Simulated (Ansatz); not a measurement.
## KTaO3: O → Se

The reference is KTaO3 in the cubic perovskite structure (space group Pm-3m, No. 221; a = 4.023 Å).

One thing is altered: full substitution O → Se; the structure is relaxed again.

Level of theory: PBE (Ansatz, a first-principles code, PAW, no spin-orbit coupling), earlier PAW set. Settings: 9×9×9 k-points, 0.05 eV Fermi–Dirac smearing, for the changed cell.

| quantity | base | changed | shift |
|---|---|---|---|
| volume per atom | 13.02 Å³ | 26.73 Å³ | +13.71 Å³ |
| density | 6.84 g/cm³ | 5.68 g/cm³ | -1.16 g/cm³ |
| space group | Pm-3m (No. 221) | Pm-3m (No. 221) | – |
| shortest interatomic distance | 2.012 Å | 2.556 Å | +0.5449 Å |
| band gap | 2.17 eV | zero | – |

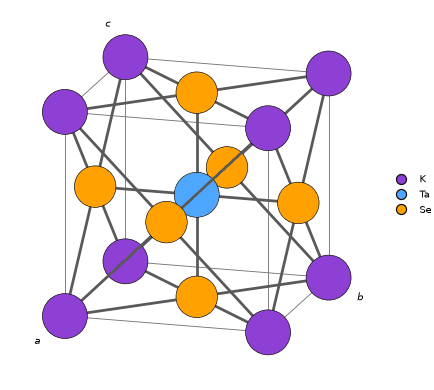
Figure. The relaxed conventional cell after the change

Spin-orbit coupling, missing from the scalar runs, can matter with Ta. Whether these cells are dynamically stable was not tested. As relaxed here, KTaSe3 is a hypothetical phase, not in the database extracts checked. All final runs are without spin polarisation. KTaSe3 has a high density of states at the Fermi level and may be magnetic at this level.
